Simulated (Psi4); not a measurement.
**ZrCl4 (zirconium tetrachloride) at PBE0/def2-SVP (core potential)**

What is the energy change on altering one bond length of ZrCl4 (zirconium tetrachloride) at PBE0/def2-SVP (core potential)? 

The calculation is run with Psi4 1.11.

12 further runs of the same task are left out: 11 that didn't finish, 1 set aside as unsound or not needed.

### Step 1. The system as given

The species is ZrCl4 (5 atoms), meant as a singlet with charge 0. SMILES: `Cl[Zr](Cl)(Cl)Cl`. Geometry: relaxed at PBE0-D4/def2-TZVP.

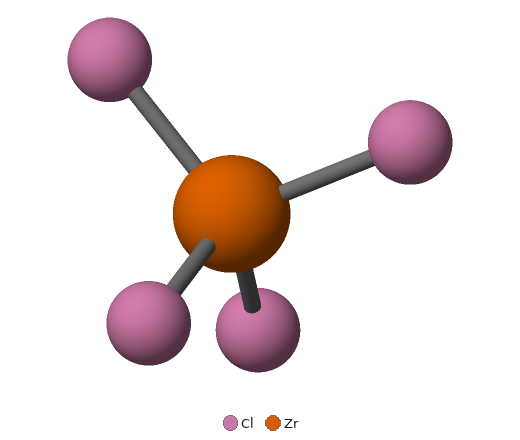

The structure, seen from a chosen angle (chlorine pink, zirconium orange).

### Step 2. Energy and gradient at PBE0/def2-SVP (core potential)

The input, job.json:

```json
{
 "schema_name": "qcschema_input",
 "schema_version": 1,
 "molecule": {
  "schema_name": "qcschema_molecule",
  "schema_version": 2,
  "symbols": ["Cl", "Zr", "Cl", "Cl", "Cl"],
  "geometry": [-0.20781318, -0.43614879, 4.34979049, 3.779e-05, 0.0, -3.779e-05, 2.92038275, -2.8331152, -1.61242771, -3.93393736, -0.81273341, -1.73714964, 1.2212922, 4.0820163, -1.00017535],
  "molecular_charge": 0,
  "molecular_multiplicity": 1,
  "fix_symmetry": "c1"
 },
 "driver": "gradient",
 "model": {
  "method": "pbe0",
  "basis": "def2-SVP"
 },
 "keywords": {
  "puream": true,
  "e_convergence": 1e-09,
  "d_convergence": 1e-08,
  "scf_type": "pk",
  "dft_radial_points": 99,
  "dft_spherical_points": 590,
  "scf_properties": ["MAYER_INDICES", "WIBERG_LOWDIN_INDICES", "DIPOLE"]
 }
}
```

Launch:

```sh
$ psi4 --qcschema job.json -n 1 --memory 2200MB
```

stdout, cut to the lines that bear on the results:

```text
[...]
    !!!  WARNING: ECP capability is in beta. Please check occupations closely.  !!!
[...]
  Running in c1 symmetry.
[...]
  Nuclear repulsion =  429.068128173606624
[...]
  Multiplicity = 1
[...]
  Nalpha       = 40
  Nbeta        = 40
[...]
    Number of basis functions: 103
[...]
   @RKS iter   1: -1886.85797567273357   -6.52589e-01   4.79647e-03 DIIS/ADIIS
[...]
   @RKS iter  12: -1886.98692618273594    1.59162e-12   1.84316e-09 DIIS
[...]
    Orbital Energies [Eh]
    ---------------------
    Doubly Occupied:
       1A   -101.701426     2A   -101.701382     3A   -101.701379
       4A   -101.701378     5A     -9.553767     6A     -9.553744
       7A     -9.553741     8A     -9.553740     9A     -7.290001
      10A     -7.289981    11A     -7.289980    12A     -7.289978
      13A     -7.287686    14A     -7.287686    15A     -7.287671
      16A     -7.287670    17A     -7.287668    18A     -7.287656
      19A     -7.287655    20A     -7.287654    21A     -2.238633
      22A     -1.365326    23A     -1.365326    24A     -1.365325
      25A     -0.856104    26A     -0.845116    27A     -0.845113
      28A     -0.845112    29A     -0.420618    30A     -0.414353
      31A     -0.414351    32A     -0.414350    33A     -0.397899
      34A     -0.397899    35A     -0.377310    36A     -0.377309
[...]
  @RKS Final Energy: -1886.98692618273594
   => Energetics <=
    Nuclear Repulsion Energy =            429.0681281736066239
    One-Electron Energy =               -3475.1725406555833615
    Two-Electron Energy =                1248.5727443443149696
    DFT Exchange-Correlation Energy =     -89.4552580450740464
    Empirical Dispersion Energy =           0.0000000000000000
    VV10 Nonlocal Energy =                  0.0000000000000000
    Total Energy =                      -1886.9869261827359423
[...]
 Multipole Moments:
 ------------------------------------------------------------------------------------
     Multipole            Electronic (a.u.)      Nuclear  (a.u.)        Total (a.u.)
 ------------------------------------------------------------------------------------
 L = 1.  Multiply by 2.5417464519 to convert [e a0] to [Debye]
 Dipole X            :          0.0010923           -0.0010941           -0.0000019
 Dipole Y            :         -0.0000977            0.0000912           -0.0000065
 Dipole Z            :         -0.0009592            0.0009117           -0.0000475
 Magnitude           :                                                    0.0000479
[...]
  -Total Gradient:
     Atom            X                  Y                   Z
    ------   -----------------  -----------------  -----------------
       1        0.000127128350     0.000223787902    -0.002557973302
       2       -0.000003550644    -0.000000933513    -0.000000371570
       3       -0.001715622639     0.001652283283     0.000945757044
       4        0.002328319073     0.000489362844     0.001011588739
       5       -0.000696335524    -0.002398012523     0.000609687072
[...]
```

The result, in JSON:

```text
{
 "driver": "gradient",
 "model": {
  "method": "pbe0",
  "basis": "def2-SVP"
 },
 "success": true,
 "return_result": [0.00012712835002149248, 0.00022378790170873505, -0.0025579733019236717, -3.550644391094346e-06, -9.335131471212189e-07, -3.7156956972169326e-07, -0.0017156226387083223, 0.0016522832827024908, 0.0009457570438689208, 0.002328319072846474, 0.0004893628440320041, 0.0010115887385263103, -0.000696335523653252, -0.0023980125227282545, 0.000609687072060959],
 "properties": {
  "calcinfo_nbasis": 103,
  "calcinfo_nmo": 103,
  "calcinfo_nalpha": 40,
  "calcinfo_nbeta": 40,
  "calcinfo_natom": 5,
  "nuclear_repulsion_energy": 429.0681281736066,
  "return_energy": -1886.986926182736,
  "return_gradient": [0.00012712835002149248, 0.00022378790170873505, -0.0025579733019236717, -3.550644391094346e-06, -9.335131471212189e-07, -3.7156956972169326e-07, -0.0017156226387083223, 0.0016522832827024908, 0.0009457570438689208, 0.002328319072846474, 0.0004893628440320041, 0.0010115887385263103, -0.000696335523653252, -0.0023980125227282545, 0.000609687072060959],
  "scf_one_electron_energy": -3475.1725406555834,
  "scf_two_electron_energy": 1248.572744344315,
  "scf_xc_energy": -89.45525804507405,
  "scf_dipole_moment": [-1.8575284135846637e-06, -6.471753060233176e-06, -4.7468151531282476e-05],
  "scf_total_energy": -1886.986926182736,
  "scf_total_gradient": [0.00012712835002149248, 0.00022378790170873505, -0.0025579733019236717, -3.550644391094346e-06, -9.335131471212189e-07, -3.7156956972169326e-07, -0.0017156226387083223, 0.0016522832827024908, 0.0009457570438689208, 0.002328319072846474, 0.0004893628440320041, 0.0010115887385263103, -0.000696335523653252, -0.0023980125227282545, 0.000609687072060959],
  "scf_iterations": 12
 }
}
```

Wall time 26 s (1 thread of Intel Xeon Platinum 8259CL at 2.50GHz (Skylake/Cascade Lake), shared host); peak memory 0.97 GiB.

### Step 3. The distorted shape at the same level

The input, cl4zr.xyz:

```xyz
5
Cl4Zr
Cl     0.202322    -0.166283     2.439708
Zr     0.312312     0.064517     0.137878
Cl     1.857692    -1.434703    -0.715362
Cl    -2.081750    -0.430080    -0.919260
Cl     0.958572     2.224627    -0.391372
```

The input, job.py:

```python
import psi4

psi4.set_memory('2200 MB')
psi4.set_num_threads(1)
psi4.core.set_output_file('run.log', False)

with open('cl4zr.xyz') as f:
    atoms = ''.join(f.readlines()[2:])
mol = psi4.geometry('0 1\n' + atoms + 'symmetry c1')

psi4.set_options({
    'basis': 'def2-SVP',
    'puream': True,
    'e_convergence': 1e-09,
    'd_convergence': 1e-08,
    'scf_type': 'pk',
    'dft_radial_points': 99,
    'dft_spherical_points': 590,
})

energy_value, wavefunction = psi4.gradient('pbe0', return_wfn=True)
psi4.oeprop(wavefunction, 'LOWDIN_CHARGES', 'DIPOLE', 'MULLIKEN_CHARGES')
print('gradient / Eh bohr^-1')
print(energy_value.np.round(6))
print(f'energy = {wavefunction.energy():.10f} Eh')
```

Launch:

```sh
$ python job.py
```

run.log, cut to the lines that bear on the results:

```text
[...]
    !!!  WARNING: ECP capability is in beta. Please check occupations closely.  !!!
[...]
  Running in c1 symmetry.
[...]
  Nuclear repulsion =  414.386544987626962
[...]
  Multiplicity = 1
[...]
  Nalpha       = 40
  Nbeta        = 40
[...]
    Number of basis functions: 103
[...]
   @RKS iter   1: -1886.81884832215110   -6.52185e-01   4.95476e-03 ADIIS/DIIS
[...]
   @RKS iter  12: -1886.96494970991148   -1.90994e-11   4.89891e-09 DIIS
[...]
  @RKS Final Energy: -1886.96494970991148
   => Energetics <=
    Nuclear Repulsion Energy =            414.3865449876269622
    One-Electron Energy =               -3445.6740652799576310
    Two-Electron Energy =                1233.7210359194639295
    DFT Exchange-Correlation Energy =     -89.3984653370448541
    Empirical Dispersion Energy =           0.0000000000000000
    VV10 Nonlocal Energy =                  0.0000000000000000
    Total Energy =                      -1886.9649497099114797
[...]
  -Total Gradient:
     Atom            X                  Y                   Z
    ------   -----------------  -----------------  -----------------
       1       -0.001074003921    -0.000452482755     0.002186233835
       2        0.049996148234     0.010329751533     0.022076838880
       3        0.000813785068    -0.001894118798    -0.001383743045
       4       -0.049522066093    -0.010230331960    -0.021867116722
       5       -0.000218686347     0.002246147365    -0.001031167518
[...]
 Multipole Moments:
 ------------------------------------------------------------------------------------
     Multipole            Electronic (a.u.)      Nuclear  (a.u.)        Total (a.u.)
 ------------------------------------------------------------------------------------
 L = 1.  Multiply by 2.5417464519 to convert [e a0] to [Debye]
 Dipole X            :          3.5218434           -2.8487163            0.6731271
 Dipole Y            :          0.7272666           -0.5882045            0.1390621
 Dipole Z            :          1.5537023           -1.2565055            0.2971968
 Magnitude           :                                                    0.7488420
[...]
```

Standard output:

```text
gradient / Eh bohr^-1
[[-0.001074 -0.000452  0.002186]
 [ 0.049996  0.01033   0.022077]
 [ 0.000814 -0.001894 -0.001384]
 [-0.049522 -0.01023  -0.021867]
 [-0.000219  0.002246 -0.001031]]
energy = -1886.9649497099 Eh
```

Run time: 28 s. Hardware: 1 thread of Intel Xeon Platinum 8259CL at 2.50GHz (Skylake/Cascade Lake), shared host; peak memory 0.96 GiB.

### Step 4. What came out

Level: PBE0/def2-SVP (core potential).

| quantity | value |
| --- | --- |
| first shape: total energy | -1886.98693 Eh |
| first shape: dipole moment | 0.00 D |
| first shape: HOMO energy | -9.72 eV |
| first shape: LUMO energy | -2.62 eV |
| first shape: HOMO–LUMO gap | 7.10 eV |
| first shape: largest force on an atom | 0.133 eV/Å |
| distorted shape: total energy | -1886.96495 Eh |
| distorted shape: dipole moment | 1.90 D |
| distorted shape: HOMO energy | -8.87 eV |
| distorted shape: LUMO energy | -3.15 eV |
| distorted shape: HOMO–LUMO gap | 5.72 eV |
| distorted shape: largest force on an atom | 2.860 eV/Å |
| energy change with the Zr2–Cl4 bond stretched from 2.316 to 2.663 Å | 0.598 eV |

With the Zr2–Cl4 bond stretched from 2.316 to 2.663 Å the energy rises by 0.60 eV (57.7 kJ/mol). The first shape isn't relaxed at this level, so the change isn't measured from a minimum. Mulliken charges (distorted shape) run from -0.32 on Cl4 to +0.86 on Zr2.
